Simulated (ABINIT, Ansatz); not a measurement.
# Quasiparticle gap of MoF6 (Im-3m) in ABINIT, part 2 of 3

Wanted: ground state, empty states, screening and self-energy for MoF6 (Im-3m).

ABINIT 10.8.3; LDA and many-body steps on it, plane waves. Known limits of the many-body steps: not at the basis limit; no spin-orbit coupling; coarse k mesh.

So far. Step 2 (Ground state): The gap is indirect, with the least direct gap 0.10 eV higher.

**3. Bands along the symmetry lines**

Level of this step: DFT, LDA, plane waves, norm-conserving pseudopotentials (ABINIT).

Levels along a band path, at the cheap level, show where the edges lie and whether the meshes to come will hold them.

run.abi

```
acell 3*1.0 Angstrom
rprim 
  -3.167343216100 3.167343216100 3.167343216100
  3.167343216100 -3.167343216100 3.167343216100
  3.167343216100 3.167343216100 -3.167343216100
ntypat 2
znucl 42 9
natom 7
typat 1 2 2 2 2 2 2
xred 
  0.000000000000 0.000000000000 0.000000000000
  0.710671220000 0.710671220000 0.000000000000
  0.289328780000 0.289328780000 0.000000000000
  0.000000000000 0.289328780000 0.289328780000
  0.000000000000 0.710671220000 0.710671220000
  0.710671220000 0.000000000000 0.710671220000
  0.289328780000 0.000000000000 0.289328780000
pp_dirpath "pseudos"
pseudos "Mo.upf, F.upf"
ecut 36
iscf -2
irdden 1
kptopt 0
nkpt 26
kpt 
  0.00000000 0.00000000 0.00000000
  0.12500000 -0.12500000 0.12500000
  0.25000000 -0.25000000 0.25000000
  0.37500000 -0.37500000 0.37500000
  0.50000000 -0.50000000 0.50000000
  0.37500000 -0.37500000 0.50000000
  0.25000000 -0.25000000 0.50000000
  0.12500000 -0.12500000 0.50000000
  0.00000000 0.00000000 0.50000000
  0.00000000 0.00000000 0.37500000
  0.00000000 0.00000000 0.25000000
  0.00000000 0.00000000 0.12500000
  0.00000000 0.00000000 0.00000000
  0.06250000 0.06250000 0.06250000
  0.12500000 0.12500000 0.12500000
  0.18750000 0.18750000 0.18750000
  0.25000000 0.25000000 0.25000000
  0.31250000 0.06250000 0.31250000
  0.37500000 -0.12500000 0.37500000
  0.43750000 -0.31250000 0.43750000
  0.50000000 -0.50000000 0.50000000
  0.25000000 0.25000000 0.25000000
  0.18750000 0.18750000 0.31250000
  0.12500000 0.12500000 0.37500000
  0.06250000 0.06250000 0.43750000
  -0.00000000 0.00000000 0.50000000
istwfk *1
nband 35
nbdbuf 2
tolwfr 1e-08
nstep 40
prtwf 0
prtvol 0
indata_prefix "in"
outdata_prefix "out"
tmpdata_prefix "tmp"
```

Command:

```
$ OMP_NUM_THREADS=1 mpirun -n 4 abinit run.abi > log
```

Numbers of over 12 decimals in the logs are rounded to 6 here.

The program printed:

```text
.Version 10.8.3 of ABINIT. v10.8.2 released Aug 2026.

 Symmetries : space group Im -3 m (#229); Bravais cI (body-center cubic)
[... echo of the input left out ...]
== DATASET  1 ==================================================================
-   mpi_nproc: 4, omp_nthreads: 1 (-1 if OMP is not activated)

--- !DatasetInfo
iteration_state: {dtset: 1, }
dimensions: {natom: 7, nkpt: 26, mband: 35, nsppol: 1, nspinor: 1, nspden: 1, mpw: 8992, }
cutoff_energies: {ecut:  36.0, pawecutdg:  -1.0, }
electrons: {nelect:   5.60000000E+01, charge:   0.00000000E+00, occopt:   1.00000000E+00, tsmear:   1.00000000E-02, }

 Real(R)+Recip(G) space primitive vectors, cartesian coordinates (Bohr,Bohr^-1):
 R(1)= -5.9854112  5.9854112  5.9854112  G(1)=  0.0000000  0.0835364  0.0835364
 R(2)=  5.9854112 -5.9854112  5.9854112  G(2)=  0.0835364  0.0000000  0.0835364
 R(3)=  5.9854112  5.9854112 -5.9854112  G(3)=  0.0835364  0.0835364  0.0000000
 Unit cell volume ucvol=  8.5771296E+02 bohr^3
 Angles (23,13,12)=  1.09471221E+02  1.09471221E+02  1.09471221E+02 degrees

 getcut: wavevector=  0.0000  0.0000  0.0000  ngfft=  60  60  60
         ecut(hartree)=     36.000   => boxcut(ratio)=   2.14279

--- Pseudopotential description ------------------------------------------------
- Mo Generated using ONCVPSP code by D. R. Hamann
- 42.00000  14.00000  180309                  znucl, zion, pspdat
12 -1012 2 -1 1602                            pspcod,pspxc,lmax,lloc,mmax
     nproj     2     2     2
  pspatm : epsatm=   15.87300509
         --- l  ekb(1:nproj) -->
             0   13.816260    1.357626
             1    7.992037    1.133615
             2    2.734251    0.943661
 pspatm: atomic psp has been read  and splines computed

- F Generated using ONCVPSP code by D. R. Hamann
-  9.00000   7.00000  201202                  znucl, zion, pspdat
12 -1012 2 -1 824                             pspcod,pspxc,lmax,lloc,mmax
     nproj     2     2     1
  pspatm : epsatm=    4.94580260
         --- l  ekb(1:nproj) -->
[...]
2   -2.364936
 pspatm: atomic psp has been read  and splines computed

--------------------------------------------------------------------------------

================================================================================
 prteigrs : about to open file out_EIG
 Non-SCF case, kpt    1 (  0.00000  0.00000  0.00000), residuals and eigenvalues=
  7.97E-09  1.84E-09  3.16E-09  9.46E-09  5.86E-09  2.39E-09  4.47E-09  2.74E-09
  4.33E-09  4.13E-09  3.47E-09  6.13E-09  1.66E-09  6.61E-09  9.56E-09  6.15E-09
  1.77E-09  4.31E-09  7.45E-09  3.60E-09  7.90E-09  8.84E-09  1.63E-09  2.67E-09
[...]
-2.3898E+00 -1.4448E+00 -1.4448E+00 -1.4448E+00 -8.9375E-01 -8.9088E-01
 -8.9088E-01 -8.5413E-01 -8.5413E-01 -8.5413E-01 -3.1223E-01 -3.1223E-01
 -2.7915E-01 -2.7915E-01 -2.7915E-01 -2.6408E-01 -2.0365E-01 -2.0365E-01
[...]
-2.0460E-01 -2.0147E-01 -1.9015E-01 -1.8799E-01 -1.8495E-01 -1.8485E-01
 -1.7632E-01 -1.6718E-01 -1.6487E-01 -1.6419E-01 -3.4507E-03 -3.4354E-03
  1.1666E-03  1.6768E-01  1.8373E-01  2.4701E-01  2.5056E-01

--- !ResultsGS
iteration_state: {dtset: 1, }
comment   : Summary of ground state results
lattice_vectors:
- [ -5.9854112,   5.9854112,   5.9854112, ]
- [  5.9854112,  -5.9854112,   5.9854112, ]
- [  5.9854112,   5.9854112,  -5.9854112, ]
lattice_lengths: [  10.36704,   10.36704,   10.36704, ]
lattice_angles: [109.471, 109.471, 109.471, ] # degrees, (23, 13, 12)
lattice_volume:   8.5771296E+02
convergence: {deltae:  0.000E+00, res2:  0.000E+00, residm:  9.976E-09, diffor:  0.000E+00, }
etotal    :  -2.17938630E+02
entropy   :   0.00000000E+00
fermie    :  -1.61239442E-01
cartesian_stress_tensor: null
pressure_GPa: null
xred      :
- [  0.0000E+00,   0.0000E+00,   0.0000E+00, Mo]
- [  7.1067E-01,   7.1067E-01,   1.6364E-17,  F]
- [  2.8933E-01,   2.8933E-01,   6.6623E-18,  F]
- [  6.6623E-18,   2.8933E-01,   2.8933E-01,  F]
- [  1.6364E-17,   7.1067E-01,   7.1067E-01,  F]
- [  7.1067E-01,   1.6364E-17,   7.1067E-01,  F]
- [  2.8933E-01,   6.6623E-18,   2.8933E-01,  F]
cartesian_forces: null
force_length_stats: {min: null, max: null, mean: null, }

 Integrated electronic density in atomic spheres:
 ------------------------------------------------
 Atom  Sphere_radius  Integrated_density
[...]
================================================================================

 ----iterations are completed or convergence reached----

 Mean square residual over all n,k,spin=   49.644E-10; max=  99.757E-10
 reduced coordinates (array xred) for    7 atoms
[...]
cartesian coordinates (angstrom) at end:
    1      0.000000     0.000000     0.000000
    2     -0.000000     0.000000     4.501879
    3      0.000000    -0.000000     1.832807
    4      1.832807    -0.000000     0.000000
    5      4.501879     0.000000    -0.000000
    6     -0.000000     4.501879     0.000000
    7     -0.000000     1.832807     0.000000
 length scales=  1.889726125908  1.889726125908  1.889726125908 bohr
              =  1.000000000000  1.000000000000  1.000000000000 angstroms
 prteigrs : about to open file out_EIG
 Eigenvalues (hartree) for nkpt=  26  k points:
 kpt#   1, nband= 35, wtk=  1.00000, kpt=  0.0000  0.0000  0.0000 (reduced coord)
[...]
kpt#   2, nband= 35, wtk=  1.00000, kpt=  0.1250 -0.1250  0.1250 (reduced coord)
[...]
kpt#   3, nband= 35, wtk=  1.00000, kpt=  0.2500 -0.2500  0.2500 (reduced coord)
[...]
kpt#  25, nband= 35, wtk=  1.00000, kpt=  0.0625  0.0625  0.4375 (reduced coord)
[...]
0.18373    0.24859    0.25256
 kpt#  26, nband= 35, wtk=  1.00000, kpt=  0.0000  0.0000  0.5000 (reduced coord)
[...]
-0.21826   -0.21815   -0.20460   -0.20147   -0.19015   -0.18799   -0.18495   -0.18485
  -0.17632   -0.16718   -0.16487   -0.16419   -0.00345   -0.00344    0.00117    0.16768
   0.18373    0.24701    0.25056

== END DATASET(S) ==============================================================
================================================================================

 -outvars: echo values of variables after computation  --------
            nband          35
             nkpt          26
          spgroup         229
 [... the other variables as echoed above ...]

 Calculation completed.
```

It took 94 s on 4 MPI ranks of Arm Neoverse N1, shared host; peak memory 0.45 GiB; 6.2 min of CPU time.

This step gave:

* gap: 4.272 eV
* k of the valence top: 0, 0, 0
* k of the conduction bottom: 0.3125, 0.0625, 0.3125
* least direct gap: 4.374 eV

The gap is 4.272 eV, −0.005 eV from the run before at this level.

The electronic bands at the labelled points (eV, zero at the top of the highest filled band):

```
    point  band 25  band 26  band 27  band 28  band 29  band 30  band 31  band 32
        Γ    -0.39     0.00     0.00     0.00     4.41     4.41     4.41     8.86
        H    -0.47    -0.04    -0.04    -0.04     4.41     4.41     4.41     8.67
        N    -0.41    -0.16    -0.10    -0.08     4.29     4.29     4.42     8.95
        Γ    -0.39     0.00     0.00     0.00     4.41     4.41     4.41     8.86
        P    -0.65    -0.15    -0.15    -0.15     4.30     4.30     4.30     9.39
        H    -0.47    -0.04    -0.04    -0.04     4.41     4.41     4.41     8.67
jump to P    -0.65    -0.15    -0.15    -0.15     4.30     4.30     4.30     9.39
        N    -0.41    -0.16    -0.10    -0.08     4.29     4.29     4.42     8.95
```

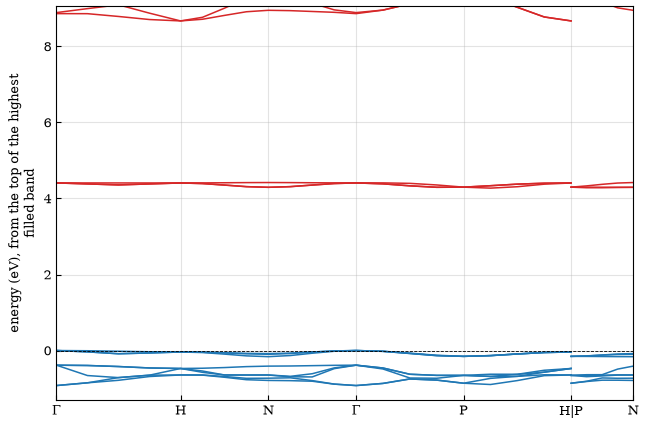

Electronic bands along the path; lines of filled and empty bands in two colours.

**4. Empty states on the mesh, 2×2×2 mesh, 256 bands**

The sums over transitions need many empty states on a uniform mesh; this step solves for them.

run.abi

```
acell 3*1.0 Angstrom
rprim 
  -3.167343216100 3.167343216100 3.167343216100
  3.167343216100 -3.167343216100 3.167343216100
  3.167343216100 3.167343216100 -3.167343216100
ntypat 2
znucl 42 9
natom 7
typat 1 2 2 2 2 2 2
xred 
  0.000000000000 0.000000000000 0.000000000000
  0.710671220000 0.710671220000 0.000000000000
  0.289328780000 0.289328780000 0.000000000000
  0.000000000000 0.289328780000 0.289328780000
  0.000000000000 0.710671220000 0.710671220000
  0.710671220000 0.000000000000 0.710671220000
  0.289328780000 0.000000000000 0.289328780000
pp_dirpath "pseudos"
pseudos "Mo.upf, F.upf"
ecut 36
ngkpt 2 2 2
nshiftk 1
shiftk 0 0 0
kptopt 1
chksymbreak 0
iscf -2
irdden 1
istwfk *1
nband 256
nbdbuf 22
tolwfr 1e-09
nstep 60
prtvol 0
indata_prefix "in"
outdata_prefix "out"
tmpdata_prefix "tmp"
```

The program printed:

```text
.Version 10.8.3 of ABINIT. v10.8.2 released Aug 2026.

 Symmetries : space group Im -3 m (#229); Bravais cI (body-center cubic)
[... echo of the input left out ...]
== DATASET  1 ==================================================================
-   mpi_nproc: 4, omp_nthreads: 1 (-1 if OMP is not activated)
-    --> not optimal distribution: autoparal keyword recommended in input file <--

--- !DatasetInfo
iteration_state: {dtset: 1, }
dimensions: {natom: 7, nkpt: 3, mband: 256, nsppol: 1, nspinor: 1, nspden: 1, mpw: 8992, }
cutoff_energies: {ecut:  36.0, pawecutdg:  -1.0, }
electrons: {nelect:   5.60000000E+01, charge:   0.00000000E+00, occopt:   1.00000000E+00, tsmear:   1.00000000E-02, }

 Real(R)+Recip(G) space primitive vectors, cartesian coordinates (Bohr,Bohr^-1):
 R(1)= -5.9854112  5.9854112  5.9854112  G(1)=  0.0000000  0.0835364  0.0835364
 R(2)=  5.9854112 -5.9854112  5.9854112  G(2)=  0.0835364  0.0000000  0.0835364
 R(3)=  5.9854112  5.9854112 -5.9854112  G(3)=  0.0835364  0.0835364  0.0000000
 Unit cell volume ucvol=  8.5771296E+02 bohr^3
 Angles (23,13,12)=  1.09471221E+02  1.09471221E+02  1.09471221E+02 degrees

 getcut: wavevector=  0.0000  0.0000  0.0000  ngfft=  60  60  60
         ecut(hartree)=     36.000   => boxcut(ratio)=   2.14279

--- Pseudopotential description ------------------------------------------------
- Mo Generated using ONCVPSP code by D. R. Hamann
- 42.00000  14.00000  180309                  znucl, zion, pspdat
12 -1012 2 -1 1602                            pspcod,pspxc,lmax,lloc,mmax
     nproj     2     2     2
  pspatm : epsatm=   15.87300509
         --- l  ekb(1:nproj) -->
             0   13.816260    1.357626
             1    7.992037    1.133615
             2    2.734251    0.943661
 pspatm: atomic psp has been read  and splines computed

- F Generated using ONCVPSP code by D. R. Hamann
-  9.00000   7.00000  201202                  znucl, zion, pspdat
12 -1012 2 -1 824                             pspcod,pspxc,lmax,lloc,mmax
     nproj     2     2     1
  pspatm : epsatm=    4.94580260
         --- l  ekb(1:nproj) -->
[...]
2   -2.364936
 pspatm: atomic psp has been read  and splines computed

--------------------------------------------------------------------------------

================================================================================
 prteigrs : about to open file out_EIG
 Non-SCF case, kpt    1 (  0.00000  0.00000  0.00000), residuals and eigenvalues=
  4.13E-10  2.79E-10  2.98E-10  3.07E-10  6.94E-10  3.86E-10  7.23E-10  7.09E-11
  3.18E-10  5.23E-10  8.91E-11  4.44E-10  1.42E-10  3.62E-10  5.13E-10  8.71E-10
  7.84E-11  6.49E-10  9.27E-10  8.27E-11  4.42E-10  6.92E-10  1.55E-10  3.87E-10
[...]
-2.3898E+00 -1.4448E+00 -1.4448E+00 -1.4448E+00 -8.9375E-01 -8.9088E-01
 -8.9088E-01 -8.5413E-01 -8.5413E-01 -8.5413E-01 -3.1223E-01 -3.1223E-01
 -2.7915E-01 -2.7915E-01 -2.7915E-01 -2.6408E-01 -2.0365E-01 -2.0365E-01
[...]
2.8766E+00  2.8766E+00  2.9591E+00  2.9687E+00  2.9687E+00  2.9687E+00
  2.9838E+00  2.9838E+00  2.9838E+00  3.0245E+00  3.0402E+00  3.0402E+00
  3.0412E+00  3.0697E+00  3.0716E+00  3.0758E+00
 prteigrs : prtvol=0 or 1, do not print more k-points.

--- !ResultsGS
iteration_state: {dtset: 1, }
comment   : Summary of ground state results
lattice_vectors:
- [ -5.9854112,   5.9854112,   5.9854112, ]
- [  5.9854112,  -5.9854112,   5.9854112, ]
- [  5.9854112,   5.9854112,  -5.9854112, ]
lattice_lengths: [  10.36704,   10.36704,   10.36704, ]
lattice_angles: [109.471, 109.471, 109.471, ] # degrees, (23, 13, 12)
lattice_volume:   8.5771296E+02
convergence: {deltae:  0.000E+00, res2:  0.000E+00, residm:  9.983E-10, diffor:  0.000E+00, }
etotal    :  -2.17938630E+02
entropy   :   0.00000000E+00
fermie    :  -1.61239442E-01
cartesian_stress_tensor: null
pressure_GPa: null
xred      :
- [  0.0000E+00,   0.0000E+00,   0.0000E+00, Mo]
- [  7.1067E-01,   7.1067E-01,   1.6364E-17,  F]
- [  2.8933E-01,   2.8933E-01,   6.6623E-18,  F]
- [  6.6623E-18,   2.8933E-01,   2.8933E-01,  F]
- [  1.6364E-17,   7.1067E-01,   7.1067E-01,  F]
- [  7.1067E-01,   1.6364E-17,   7.1067E-01,  F]
- [  2.8933E-01,   6.6623E-18,   2.8933E-01,  F]
cartesian_forces: null
force_length_stats: {min: null, max: null, mean: null, }

 Integrated electronic density in atomic spheres:
 ------------------------------------------------
 Atom  Sphere_radius  Integrated_density
[...]
================================================================================

 ----iterations are completed or convergence reached----

 Mean square residual over all n,k,spin=   35.660E-11; max=  99.828E-11
 reduced coordinates (array xred) for    7 atoms
[...]
0.710671220000      0.000000000000      0.710671220000
       0.289328780000      0.000000000000      0.289328780000

 cartesian coordinates (angstrom) at end:
    1      0.000000     0.000000     0.000000
    2     -0.000000     0.000000     4.501879
[...]
6     -0.000000     4.501879     0.000000
    7     -0.000000     1.832807     0.000000
 length scales=  1.889726125908  1.889726125908  1.889726125908 bohr
              =  1.000000000000  1.000000000000  1.000000000000 angstroms
 prteigrs : about to open file out_EIG
 Eigenvalues (hartree) for nkpt=   3  k points:
 kpt#   1, nband=256, wtk=  0.12500, kpt=  0.0000  0.0000  0.0000 (reduced coord)
[...]
2.87663    2.87663    2.95912    2.96866    2.96866    2.96866    2.98382    2.98383
   2.98383    3.02446    3.04020    3.04023    3.04118    3.06965    3.07155    3.07579
 prteigrs : prtvol=0 or 1, do not print more k-points.

== END DATASET(S) ==============================================================
================================================================================

 -outvars: echo values of variables after computation  --------
            nband         256
             nkpt           3
          spgroup         229
 [... the other variables as echoed above ...]

 Calculation completed.
```

Run time: 3.1 min. Hardware: 4 MPI ranks; peak memory 0.45 GiB; 12 min of CPU time.

Numbers from this step:

* gap: 4.294 eV
* k of the valence top: 0, 0, 0
* k of the conduction bottom: 0.5, 0, 0
* least direct gap: 4.374 eV
* k points computed: 3
* lowest point of the top converged band, above the valence top: 79.5144 eV

On this mesh the gap is 4.294 eV.

**5. Screening, 2×2×2 mesh, 234 bands, screening to 176.9 eV**

The RPA dielectric matrix is built and inverted for each q.

This step: RPA screening on LDA, plane waves, norm-conserving pseudopotentials.

run.abi: that of step 4 with these lines changed.

```diff
@@ -25,10 +25,11 @@
 chksymbreak 0
-iscf -2
-irdden 1
 istwfk *1
-nband 256
-nbdbuf 22
-tolwfr 1e-09
-nstep 60
-prtvol 0
+occopt 1
+irdwfk 1
+optdriver 3
+nband 234
+ecuteps 6.5
+inclvkb 2
+awtr 1
+symchi 1
 indata_prefix "in"
```

The program printed:

```text
.Version 10.8.3 of ABINIT. v10.8.2 released Aug 2026.

 Symmetries : space group Im -3 m (#229); Bravais cI (body-center cubic)
[... echo of the input left out ...]
== DATASET  1 ==================================================================
-   mpi_nproc: 4, omp_nthreads: 1 (-1 if OMP is not activated)

--- !DatasetInfo
iteration_state: {dtset: 1, }
dimensions: {natom: 7, nkpt: 3, mband: 234, nsppol: 1, nspinor: 1, nspden: 1, mpw: 8992, }
cutoff_energies: {ecut:  36.0, pawecutdg:  -1.0, }
electrons: {nelect:   5.60000000E+01, charge:   0.00000000E+00, occopt:   1.00000000E+00, tsmear:   1.00000000E-02, }

 SCREENING: Calculation of the susceptibility and dielectric matrices

 Based on a program developped by R.W. Godby, V. Olevano, G. Onida, and L. Reining.
 Incorporated in ABINIT by V. Olevano, G.-M. Rignanese, and M. Torrent.
.Using double precision arithmetic ; gwpc =  8

[... cell and pseudopotentials left out ...]
--------------------------------------------------------------------------------

 ==== K-mesh for the wavefunctions ====
 Number of points in the irreducible wedge :     3
[... list of points left out ...]
 Together with 48 symmetry operations and time-reversal symmetry
 yields     8 points in the full Brillouin Zone.

 ==== Q-mesh for the screening function ====
 Number of points in the irreducible wedge :     3
[... list of points left out ...]
 Together with 48 symmetry operations and time-reversal symmetry
 yields     8 points in the full Brillouin Zone.

 setmesh: FFT mesh size selected  =    36x   36x   36
          total number of points  =        46656

 vcoul_init : cutoff-mode = AUXILIARY_FUNCTION
 q-points for optical limit:   1
     1)      0.000010    0.000020    0.000030

- screening: taking advantage of time-reversal symmetry
- Maximum band index for partially occupied states nbvw = 28
- Remaining bands to be divided among processors   nbcw = 206
- Number of bands treated by each node ~51

 Number of electrons calculated from density =   56.0000; Expected =   56.0000
 average of density, n =  0.065290
 r_s =    1.5406
 omega_plasma =   24.6478 [eV]

 calculating chi0 at frequencies [eV] :
  1    0.000000E+00    0.000000E+00
  2    0.000000E+00    2.464783E+01

--------------------------------------------------------------------------------
  q-point number  1        q = ( 0.000000, 0.000000, 0.000000) [r.l.u.]
--------------------------------------------------------------------------------
[... chi0 elements left out ...]
 For q-point:  0.000010 0.000020 0.000030
  dielectric constant =   1.9936
  dielectric constant without local fields =   2.9086

  Average fulfillment of the sum rule on Im[epsilon] for q-point    1 :     61.62  [%]
[... wings left out ...]
  q-point number  2        q = ( 0.500000, 0.000000, 0.000000) [r.l.u.]
--------------------------------------------------------------------------------
[... chi0 elements left out ...]
  Average fulfillment of the sum rule on Im[epsilon] for q-point    2 :     66.00  [%]

 [... 1 further q-points ...]
```

Run time: 1.8 min. Hardware: 4 MPI ranks; peak memory 1.5 GiB.

This step gave:

| Item | Value |
| --- | --- |
| ε∞ with local fields, on this mesh, along the program's q direction | 1.994 |
| the same without local fields | 2.909 |
| plasma frequency | 24.65 eV |
| plane waves in the screening matrix | 675 |

Local fields lower ε∞ by 31 %. On a Γ-centred mesh this coarse the value itself is usually too large, while a short band sum pulls it down.

(Continued in part 3 of 3.)

[Paths, hosts, dates, memory and timing lines, banners, echoed tables and standing remarks are left out of the program output.]

[Logs are printed without paths, hosts, clocks, repeated set-up lines and the standing remarks that a program may print on its own settings, such as how far it seeks lower states.]

[Runs of the session that timed out or met a known fault of the program may be left out.]

[Hosts, paths, dates, database ids (printed as entryN), source tags and the programs' standing remarks are cut or masked in the printed files.]

[G0W0 gaps are taken among the corrected bands and points alone; a level outside them can change the order at an edge.]

[Where Ansatz stands beside ABINIT at settings called matched, ABINIT's density can come from a denser mesh and the files from another edition; pairs whose starting gaps differed by over 0.03 eV were left out, so agreement reads better than it is.]
